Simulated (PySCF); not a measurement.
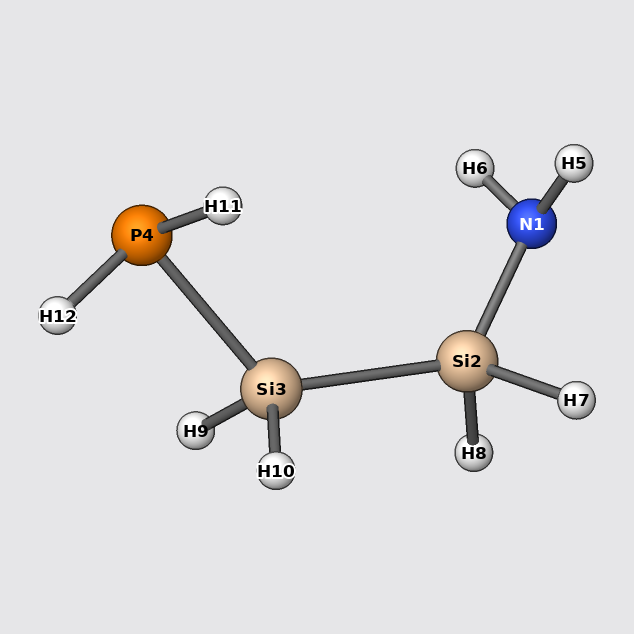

The questions are on isotropic NMR shieldings of the Si atoms. Geometry: a frame of a GFN2-xTB molecular-dynamics simulation, not a minimum. Properties computed with GIAO PBE0/pcSseg-1 NMR shielding, non-relativistic, gas phase (PySCF 2.14.0).

List the isotropic NMR shieldings of the Si atoms.

| atom | σ (ppm) |
| --- | --- |
| Si2 | 388.0 |
| Si3 | 459.4 |
